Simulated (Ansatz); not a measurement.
## Geometry relaxation of C$_{3}$H$_{9}$GeNO (part 2 of 2)

C$_{3}$H$_{9}$GeNO, SMILES CC(C)[O][Ge][NH2]; RKS PBE-D4/def2-SVP (Ansatz 0.2.0). The geometry: force-field start.

Geometry of the input (Å):
```
C  -0.4869  -0.7972  1.6126
C  -0.0966  -0.3547  0.1874
C  0.3524  -1.5836  -0.5913
O  1.0494  0.5804  0.2532
Ge 0.3235  2.2422  0.3424
N  0.0060  2.9164  -1.3596
H  -1.3157  -1.5119  1.5546
H  0.3602  -1.1514  2.1659
H  -0.9253  0.1487  2.1865
H  -0.9694  0.0486  -0.3486
H  -0.4439  -2.3313  -0.6393
H  0.7160  -1.2839  -1.5857
H  1.2032  -2.0259  -0.0784
H  0.8789  2.8213  -1.8656
H  -0.6737  2.2315  -1.8047
```

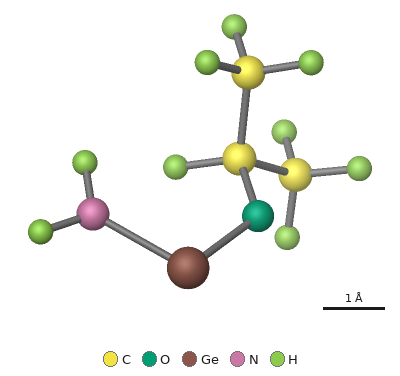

*The geometry at step 13 of the log (ball-and-stick view, seen at a tilt).*

Trajectory as extended XYZ, continued
```
15
Properties=species:S:1:pos:R:3:forces:R:3 step=6 energy=-63284.71122
C    -0.5490   -0.7674    1.5999    0.0549  -0.0378  -0.0536
C    -0.0545   -0.3122    0.2176   -0.0529  -0.0253   0.0255
C     0.4493   -1.4875   -0.6215    0.0314   0.0757   0.0134
O     0.9844    0.6608    0.3821    0.0135  -0.0490   0.1082
Ge    0.4059    2.4157    0.4629    0.0257   0.0524  -0.0587
N     0.1465    2.6615   -1.3836   -0.5640  -0.7580  -0.4473
H    -1.3516   -1.5302    1.5207    0.0111   0.0058  -0.0190
H     0.2944   -1.2023    2.1768   -0.0258   0.0195  -0.0285
H    -0.9442    0.0897    2.1816   -0.0102   0.0206  -0.0057
H    -0.9267    0.1434   -0.3309    0.0763  -0.0559   0.0162
H    -0.3509   -2.2459   -0.7557    0.0389   0.0296   0.0029
H     0.7761   -1.1450   -1.6236    0.0174   0.0086   0.0082
H     1.3139   -1.9759   -0.1250   -0.0065   0.0391  -0.0075
H     0.6246    1.9152   -1.9381   -0.4086   0.2702   0.2988
H    -0.8401    2.7292   -1.7337    0.7990   0.4044   0.1471
15
Properties=species:S:1:pos:R:3:forces:R:3 step=7 energy=-63284.83258
C    -0.5520   -0.7740    1.5981    0.0135  -0.0055  -0.0548
C    -0.0431   -0.3055    0.2266   -0.0461  -0.0771   0.0664
C     0.4661   -1.4716   -0.6208    0.0311   0.0526   0.0291
O     0.9955    0.6621    0.4221   -0.0504  -0.0165   0.0314
Ge    0.4164    2.4170    0.4656    0.0638   0.0639  -0.2013
N     0.1416    2.5699   -1.3814   -1.5451  -0.1062  -0.5924
H    -1.3577   -1.5315    1.5034    0.0107   0.0012  -0.0062
H     0.2848   -1.2158    2.1778   -0.0156   0.0034  -0.0115
H    -0.9478    0.0825    2.1824   -0.0062  -0.0146  -0.0139
H    -0.9069    0.1557   -0.3279    0.0746  -0.0252   0.0283
H    -0.3345   -2.2277   -0.7633    0.0365   0.0190  -0.0053
H     0.7974   -1.1244   -1.6199    0.0213   0.0176   0.0094
H     1.3267   -1.9651   -0.1237    0.0133   0.0279  -0.0068
H     0.4978    1.7672   -1.9435   -0.3911   0.3449   0.2328
H    -0.8062    2.9107   -1.7660    1.7898  -0.2854   0.4946
15
Properties=species:S:1:pos:R:3:forces:R:3 step=8 energy=-63285.00752
C    -0.5649   -0.8036    1.6102    0.0412   0.0063  -0.0171
C    -0.0525   -0.3015    0.2565    0.0156   0.0681  -0.0251
C     0.4785   -1.4303   -0.6243    0.0368   0.0279   0.0031
O     0.9771    0.6705    0.4831   -0.1216   0.0894   0.1118
Ge    0.5454    2.4675    0.4246    0.0556  -0.1628  -0.1708
N     0.0957    2.4748   -1.3816   -0.8872  -0.0192  -0.6479
H    -1.3624   -1.5669    1.4928    0.0181   0.0056  -0.0067
H     0.2694   -1.2444    2.1938   -0.0091  -0.0123  -0.0083
H    -0.9746    0.0431    2.1969   -0.0239  -0.0180   0.0296
H    -0.9160    0.1714   -0.2818    0.0651  -0.0129  -0.0253
H    -0.3134   -2.1856   -0.8115    0.0449   0.0006  -0.0061
H     0.8265   -1.0384   -1.6021   -0.0081  -0.0056   0.0223
H     1.3382   -1.9334   -0.1356    0.0034   0.0074   0.0036
H     0.3382    1.6476   -1.9565   -0.1645   0.1601   0.2748
H    -0.7073    2.9784   -1.8352    0.9335  -0.1346   0.4621
15
Properties=species:S:1:pos:R:3:forces:R:3 step=9 energy=-63285.11756
C    -0.5710   -0.8126    1.6083   -0.1124  -0.0861  -0.0316
C    -0.0538   -0.2993    0.2623    0.0695   0.0350   0.1291
C     0.4957   -1.4209   -0.6159    0.0619   0.0053  -0.0433
O     0.9637    0.6714    0.5349   -0.1339   0.2649  -0.0896
Ge    0.6233    2.4822    0.3691    0.1484  -0.1802  -0.0104
N     0.0424    2.4274   -1.3884   -0.6236   0.1755  -0.4776
H    -1.3617   -1.5801    1.4759    0.0006  -0.0153   0.0118
H     0.2600   -1.2572    2.1935    0.0056   0.0006  -0.0301
H    -0.9935    0.0203    2.2054   -0.0034   0.0052  -0.0085
H    -0.9020    0.1779   -0.2922    0.0062  -0.0151   0.0315
H    -0.2866   -2.1811   -0.8232    0.0199   0.0215   0.0133
H     0.8533   -1.0230   -1.5880    0.0207  -0.0071   0.0230
H     1.3490   -1.9268   -0.1191    0.0158   0.0259   0.0020
H     0.1672    1.5631   -1.9432   -0.2271   0.3033   0.1188
H    -0.6080    3.1079   -1.8500    0.7519  -0.5334   0.3618
15
Properties=species:S:1:pos:R:3:forces:R:3 step=10 energy=-63285.18715
C    -0.5898   -0.8303    1.6051    0.1169   0.0343   0.0391
C    -0.0546   -0.2993    0.2735    0.0171   0.0821  -0.1205
C     0.5172   -1.4089   -0.6076    0.0019  -0.0304  -0.0051
O     0.9539    0.6796    0.5441   -0.1881   0.2166   0.1540
Ge    0.7153    2.4994    0.3329    0.0037  -0.4374  -0.4072
N    -0.0104    2.3908   -1.3814   -0.3681   0.4747  -0.2859
H    -1.3732   -1.6046    1.4697    0.0186   0.0187  -0.0459
H     0.2488   -1.2685    2.1844   -0.0375  -0.0198   0.0437
H    -1.0153    0.0022    2.2009   -0.0168  -0.0294   0.0193
H    -0.9049    0.1711   -0.2824    0.0151   0.0036  -0.0004
H    -0.2594   -2.1738   -0.8183    0.0452  -0.0099  -0.0073
H     0.8806   -1.0099   -1.5768    0.0013   0.0274   0.0248
H     1.3724   -1.9058   -0.1052    0.0051   0.0105   0.0113
H    -0.0223    1.5174   -1.9383   -0.1173   0.4027   0.2068
H    -0.4801    3.1896   -1.8713    0.5030  -0.7438   0.3734
15
Properties=species:S:1:pos:R:3:forces:R:3 step=11 energy=-63285.27437
C    -0.6051   -0.8586    1.6117   -0.0031   0.0392  -0.0145
C    -0.0725   -0.2904    0.2937    0.0186  -0.1134   0.0859
C     0.5364   -1.3707   -0.5982    0.0179  -0.0174  -0.0474
O     0.9125    0.6891    0.6194   -0.1004  -0.0182   0.0246
Ge    0.8756    2.4637    0.2188    0.0001   0.0644  -0.1883
N    -0.0446    2.3647   -1.3912   -0.1443   0.0958  -0.2755
H    -1.3938   -1.6205    1.4428    0.0110   0.0026   0.0002
H     0.2228   -1.3191    2.1893   -0.0195  -0.0073  -0.0123
H    -1.0292   -0.0367    2.2223   -0.0299  -0.0437   0.0343
H    -0.9313    0.1740   -0.2544    0.0752   0.0516   0.0037
H    -0.2081   -2.1621   -0.8233    0.0110   0.0013  -0.0145
H     0.8895   -0.9447   -1.5590    0.0168   0.0107  -0.0058
H     1.4059   -1.8436   -0.0971    0.0001   0.0227   0.0122
H    -0.2009    1.5068   -1.9415   -0.0574   0.1869   0.1923
H    -0.3790    3.1972   -1.9037    0.2040  -0.2752   0.2049
15
Properties=species:S:1:pos:R:3:forces:R:3 step=12 energy=-63285.31236
C    -0.6217   -0.8806    1.6184   -0.0357  -0.0040  -0.0329
C    -0.0878   -0.3004    0.3096   -0.0828  -0.0443   0.0139
C     0.5563   -1.3482   -0.5962    0.0015  -0.0018  -0.0481
O     0.8637    0.6887    0.6629    0.2384   0.4492  -0.0078
Ge    0.9839    2.4396    0.1241   -0.0565  -0.3399  -0.0187
N    -0.0730    2.3526   -1.3950   -0.0259   0.0618  -0.2138
H    -1.4189   -1.6340    1.4523    0.0136   0.0026  -0.0082
H     0.2071   -1.3480    2.1875   -0.0087  -0.0260   0.0106
H    -1.0275   -0.0514    2.2292   -0.0720  -0.0552   0.0794
H    -0.9403    0.1663   -0.2417   -0.0706  -0.0007  -0.0242
H    -0.1612   -2.1518   -0.8655    0.0150   0.0299   0.0183
H     0.9193   -0.8776   -1.5319    0.0241  -0.0233  -0.0251
H     1.4264   -1.8078   -0.0862    0.0227  -0.0160   0.0053
H    -0.3922    1.5047   -1.8837   -0.0095   0.1569   0.1442
H    -0.2559    3.1971   -1.9544    0.0463  -0.1891   0.1071
15
Properties=species:S:1:pos:R:3:forces:R:3 step=13 energy=-63285.34707
C    -0.6248   -0.9306    1.6406   -0.0121   0.1119   0.0631
C    -0.1137   -0.2570    0.3660    0.0957   0.0304   0.0859
C     0.5396   -1.2520   -0.5967    0.0445   0.0470   0.0273
O     0.8317    0.7441    0.7522   -0.1554  -0.0715  -0.0863
Ge    1.0724    2.3963    0.0197    0.0558   0.0154   0.0629
N    -0.0227    2.2832   -1.4668    0.0465  -0.1092   0.0426
H    -1.3679   -1.7220    1.4138    0.0023   0.0020  -0.0121
H     0.2243   -1.3856    2.1891    0.0088  -0.0323   0.0103
H    -1.0984   -0.1828    2.3131    0.0417  -0.0719  -0.0885
H    -0.9858    0.2180   -0.1471   -0.0187   0.0180  -0.0278
H    -0.1734   -2.0401   -0.9093   -0.0329  -0.0471   0.0104
H     0.9052   -0.7412   -1.5086    0.0104   0.0480  -0.0415
H     1.4121   -1.7358   -0.1109   -0.0204  -0.0015   0.0053
H    -0.4904    1.4567   -1.8515   -0.0480   0.0249   0.0241
H    -0.1301    3.0980   -2.0742   -0.0182   0.0358  -0.0756
15
Properties=species:S:1:pos:R:3:forces:R:3 step=14 energy=-63285.35359
C    -0.6277   -0.9383    1.6433   -0.0409   0.0373  -0.0288
C    -0.1181   -0.2432    0.3801    0.1219   0.1262  -0.0238
C     0.5398   -1.2112   -0.6066    0.0108  -0.0680   0.0332
O     0.8218    0.7556    0.7795   -0.1063  -0.0116  -0.0294
Ge    1.0979    2.3860    0.0084    0.0394  -0.0207   0.0238
N     0.0005    2.2371   -1.4742    0.0177  -0.0916   0.0321
H    -1.3704   -1.7249    1.3962    0.0062   0.0063   0.0087
H     0.2171   -1.4076    2.1879    0.0035   0.0021  -0.0201
H    -1.1060   -0.2041    2.3244    0.0323  -0.0355  -0.0507
H    -0.9849    0.2434   -0.1356   -0.0504  -0.0528   0.0750
H    -0.1703   -2.0012   -0.9265    0.0004  -0.0162   0.0004
H     0.8983   -0.6831   -1.5133   -0.0203   0.0382   0.0206
H     1.4152   -1.6993   -0.1313    0.0001  -0.0031  -0.0013
H    -0.5373    1.4189   -1.7795    0.0069   0.0622   0.0026
H    -0.0978    3.0209   -2.1233   -0.0214   0.0270  -0.0424
15
Properties=species:S:1:pos:R:3:forces:R:3 step=15 energy=-63285.35368
C    -0.6241   -0.9675    1.6502   -0.0415   0.0271   0.0559
C    -0.1585   -0.2233    0.4010    0.0395  -0.1367   0.1644
C     0.5232   -1.1561   -0.6042    0.0080   0.1072  -0.1154
O     0.7348    0.8003    0.8268    0.0516  -0.1103  -0.0620
Ge    1.1592    2.3494   -0.0278   -0.0664   0.0901  -0.0230
N     0.0609    2.1909   -1.5108    0.0183  -0.0279   0.0027
H    -1.3606   -1.7593    1.4032    0.0068   0.0027  -0.0088
H     0.2438   -1.4348    2.1589   -0.0080   0.0009  -0.0017
H    -1.0931   -0.2558    2.3578   -0.0097  -0.0281   0.0233
H    -1.0592    0.2287   -0.0835   -0.0249   0.0366  -0.0443
H    -0.1597   -1.9625   -0.9431   -0.0070   0.0181   0.0252
H     0.8473   -0.5815   -1.4948    0.0278  -0.0425  -0.0530
H     1.4236   -1.6240   -0.1574   -0.0061   0.0157   0.0530
H    -0.5227    1.3872   -1.7650   -0.0221   0.0677   0.0090
H    -0.0370    2.9575   -2.1818    0.0337  -0.0207  -0.0253
15
Properties=species:S:1:pos:R:3:forces:R:3 step=16 energy=-63285.35889
C    -0.6239   -0.9711    1.6523    0.0040   0.0175   0.0404
C    -0.1504   -0.2324    0.4017    0.0152  -0.0324   0.0634
C     0.5289   -1.1678   -0.6030    0.0066   0.0484  -0.0539
O     0.7511    0.7899    0.8166   -0.0332   0.0257  -0.0657
Ge    1.1347    2.3654   -0.0229    0.0122  -0.0355   0.0118
N     0.0546    2.2127   -1.5189   -0.0631  -0.0640  -0.0348
H    -1.3559   -1.7658    1.4011    0.0076   0.0051  -0.0073
H     0.2421   -1.4360    2.1661   -0.0069  -0.0039   0.0087
H    -1.1008   -0.2624    2.3585    0.0073  -0.0172  -0.0047
H    -1.0517    0.2220   -0.0823   -0.0036   0.0168  -0.0442
H    -0.1561   -1.9766   -0.9315   -0.0007   0.0055   0.0110
H     0.8563   -0.6053   -1.5008   -0.0041  -0.0134  -0.0042
H     1.4266   -1.6329   -0.1463   -0.0097   0.0104   0.0185
H    -0.5932    1.4471   -1.7435    0.0891   0.1034  -0.0079
H     0.0157    2.9625   -2.2177   -0.0208  -0.0665   0.0689
15
Properties=species:S:1:pos:R:3:forces:R:3 step=17 energy=-63285.35926
C    -0.6226   -0.9734    1.6554    0.0124   0.0088   0.0213
C    -0.1526   -0.2328    0.4052   -0.0061   0.0032  -0.0030
C     0.5266   -1.1647   -0.6036   -0.0013   0.0220  -0.0185
O     0.7482    0.7901    0.8192   -0.0272   0.0183  -0.0405
Ge    1.1300    2.3653   -0.0186    0.0243  -0.0268   0.0188
N     0.0601    2.2086   -1.5201   -0.0906  -0.0020  -0.1195
H    -1.3534   -1.7689    1.4037    0.0054   0.0014  -0.0028
H     0.2460   -1.4371    2.1658   -0.0077  -0.0091   0.0161
H    -1.0989   -0.2664    2.3630    0.0018  -0.0108   0.0038
H    -1.0545    0.2230   -0.0787    0.0155  -0.0002  -0.0227
H    -0.1585   -1.9733   -0.9320    0.0021   0.0012   0.0114
H     0.8538   -0.6031   -1.5015   -0.0064   0.0063  -0.0047
H     1.4244   -1.6295   -0.1469   -0.0080   0.0040   0.0109
H    -0.5880    1.4516   -1.7644    0.0589  -0.0030   0.0461
H     0.0174    2.9598   -2.2170    0.0270  -0.0134   0.0833
15
Properties=species:S:1:pos:R:3:forces:R:3 step=18 energy=-63285.36054
C    -0.6239   -0.9686    1.6548    0.0008  -0.0010  -0.0010
C    -0.1515   -0.2321    0.4021    0.0251   0.0213   0.0016
C     0.5261   -1.1646   -0.6064   -0.0048  -0.0161   0.0049
O     0.7540    0.7877    0.8127   -0.0198  -0.0021  -0.0057
Ge    1.1348    2.3640   -0.0197    0.0007  -0.0037   0.0068
N     0.0587    2.2056   -1.5171   -0.0282  -0.0156  -0.0228
H    -1.3551   -1.7636    1.4026    0.0004   0.0006  -0.0004
H     0.2409   -1.4342    2.1701    0.0016  -0.0005  -0.0013
H    -1.1016   -0.2612    2.3612    0.0044  -0.0024  -0.0094
H    -1.0493    0.2257   -0.0866   -0.0066   0.0075   0.0024
H    -0.1595   -1.9750   -0.9294    0.0030  -0.0036  -0.0010
H     0.8515   -0.6057   -1.5070   -0.0059   0.0003   0.0085
H     1.4237   -1.6274   -0.1474    0.0012   0.0013  -0.0043
H    -0.5631    1.4286   -1.7648    0.0229   0.0321   0.0077
H    -0.0075    2.9700   -2.1956    0.0051  -0.0181   0.0139
15
Properties=species:S:1:pos:R:3:forces:R:3 step=19 energy=-63285.36065
C    -0.6230   -0.9697    1.6546   -0.0032  -0.0006   0.0000
C    -0.1530   -0.2319    0.4020   -0.0076  -0.0080  -0.0004
C     0.5244   -1.1648   -0.6062   -0.0019  -0.0015  -0.0019
O     0.7497    0.7885    0.8127    0.0107   0.0199   0.0029
Ge    1.1339    2.3651   -0.0175   -0.0074  -0.0111  -0.0009
N     0.0584    2.2076   -1.5157    0.0072   0.0110  -0.0071
H    -1.3532   -1.7659    1.4034    0.0006   0.0004  -0.0003
H     0.2434   -1.4332    2.1690    0.0009  -0.0016   0.0003
H    -1.1009   -0.2624    2.3606   -0.0008  -0.0007   0.0024
H    -1.0525    0.2247   -0.0856    0.0006   0.0008   0.0011
H    -0.1586   -1.9785   -0.9261   -0.0002   0.0010   0.0005
H     0.8447   -0.6054   -1.5080    0.0016  -0.0018  -0.0050
H     1.4253   -1.6233   -0.1496    0.0025   0.0014   0.0006
H    -0.5609    1.4306   -1.7651   -0.0038  -0.0023  -0.0011
H     0.0004    2.9678   -2.1991    0.0008  -0.0067   0.0089
```

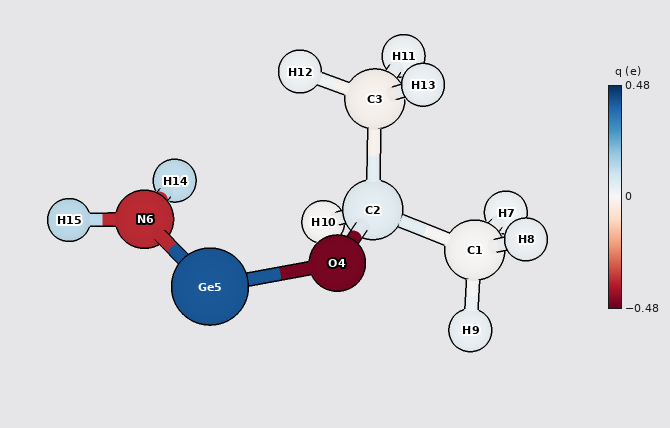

*Mulliken charges, as the colour of each atom (ball-and-stick view, seen on its broad side; atoms are numbered from 1 in the order of the input; Mulliken charges depend strongly on the basis).*

By element: C −0.02 to +0.05, O −0.46, Ge +0.41, N −0.36 and H −0.01 to +0.12 e.
